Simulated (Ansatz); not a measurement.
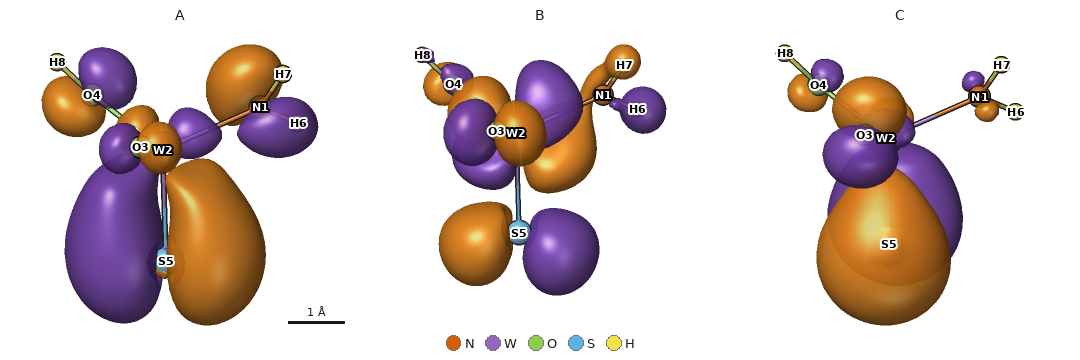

Figure 1: H3NO2SW (SMILES [NH2][W](=[O])([OH])=[S]). Three frontier orbitals at ±0.1 Å⁻³ᐟ² (orange and purple are the two phases), in no order.

Geometry: PBE0-D4/def2-TZVP; core potentials replace the inner electrons of W.

All numbers below come from RKS PBE0-D4/def2-TZVPP (Ansatz).

| atom | x (Å) | y (Å) | z (Å) |
| --- | --- | --- | --- |
| N | -0.7159 | 1.1567 | 0.4978 |
| W | 0.4880 | -0.1709 | -0.2166 |
| O | 1.6667 | -0.4600 | 0.9720 |
| O | -0.4360 | -1.7688 | -0.6003 |
| S | 1.3501 | 0.5993 | -2.0190 |
| H | -1.1895 | 1.8509 | -0.0602 |
| H | -0.7923 | 1.3514 | 1.4849 |
| H | -0.3711 | -2.5586 | -0.0587 |

Q: Order the three orbitals by energy and name them.

A: A is the HOMO−1 (−7.71 eV). It lies mainly on S5 (about 60 %), W2 (about 15 %), N1 (about 10 %) and O4 (about 5 %). C is the HOMO (−7.38 eV). By Hirshfeld shares it lies mainly on S5 (about 70 %), W2 (about 15 %) and O3 (about 10 %); largely a lone pair of S5. B is the LUMO (−2.05 eV). It lies mainly on W2 (about 50 %), S5 (about 25 %) and O3 (about 10 %).

Q: What is the HOMO–LUMO gap?

A: 5.33 eV between the orbital energies.
